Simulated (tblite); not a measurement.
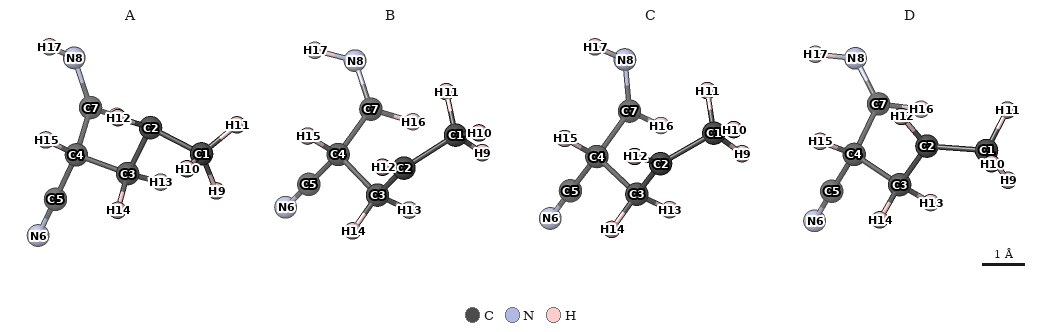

4 geometries from one relaxation of C$_{6}$H$_{9}$N$_{2}$ (multiplicity 2), in shuffled order. Style: ball-and-stick. Shown from a free direction.

Level of theory: GFN2-xTB geometry optimisation, gas phase in tblite 0.8.0. 

Put them in the order of the run, from the start to the converged end.

Answer. A, D, B, C. They are steps 0, 110, 153, 216, at +0.944 eV, +0.073 eV, +0.056 eV relative to the last. H11 moves most after the best rigid fit: 1.65 Å. By element the largest moves are H 1.65 Å, C 0.99 Å, N 0.78 Å. Near-neighbour distances that change, for instance: C1–C2 1.542 → 1.476 Å, C3–C4 1.518 → 1.580 Å, C2–H12 1.123 → 1.078 Å, C2–C3 1.511 → 1.468 Å. Among the angles between lasting bonds that change: C1–C2–C3 104.6° → 121.9°, C3–C2–H12 107.4° → 118.5°, C1–C2–H12 109.4° → 118.5°. Over 216 geometry steps the energy falls by 0.944 eV. The run took 1 s on 1 thread of Arm Neoverse V2 (shared host).
